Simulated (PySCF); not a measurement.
Input

```
{"job": {"kind": "epr", "basis": "pcH-1"}, "charge": 0, "multiplicity": 2}
O     -1.095562     0.210801     1.606189
C     -1.344546    -0.290826     0.402926
C     -0.443313     0.232882    -0.721433
B      1.097351     0.074974    -0.191417
O      2.059312    -0.116127    -1.111928
O      1.314151     0.164486     1.118883
H     -1.369143    -1.402665     0.407496
H     -2.378953     0.010421     0.120780
H     -0.595428     1.302965    -0.869237
H     -0.641698    -0.278363    -1.659544
H      2.946183    -0.173631    -0.752920
H      0.452845     0.264400     1.624177
```

Run with:

```sh
OMP_NUM_THREADS=1 python probes_run.py task.json out
```

Geometry: GFN2-xTB.

These are results of UKS B3LYP, pcH-1 on B C H O, non-relativistic, mean-field spin-orbit, GIAO (PySCF 2.14.0, density-fitted response routines), not measurements.

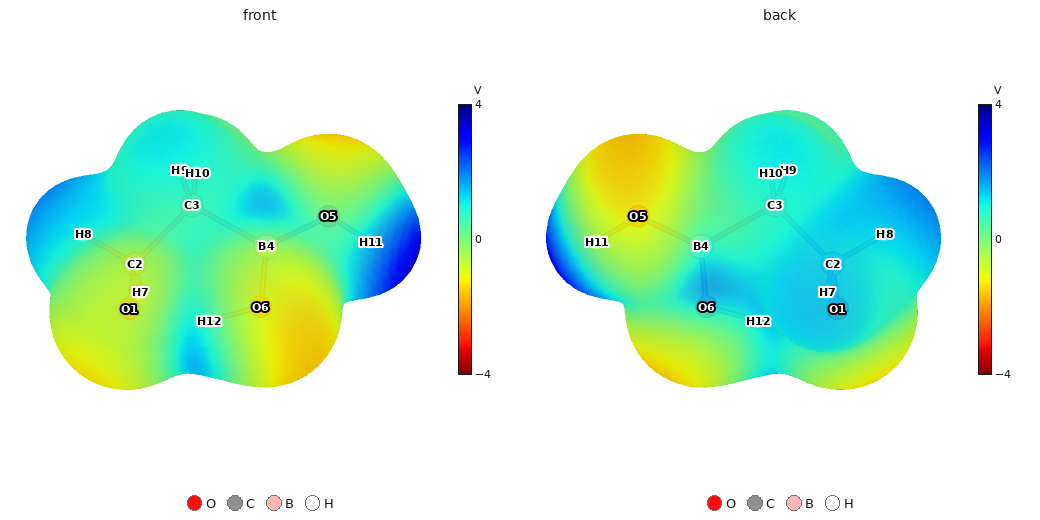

C2H6BO3 (SMILES [O]CCB(O)O) (doublet). The electrostatic potential painted on the density surface at 0.004 e/bohr³, seen from the front and from behind; red is negative and blue positive.

### Describe the electrostatic potential map.

The most negative region (about −1.6 V, or −37 kcal/mol for a unit charge) lies over O5 and O6, the most positive (about +3.2 V, or +74 kcal/mol for a unit charge) over H11.
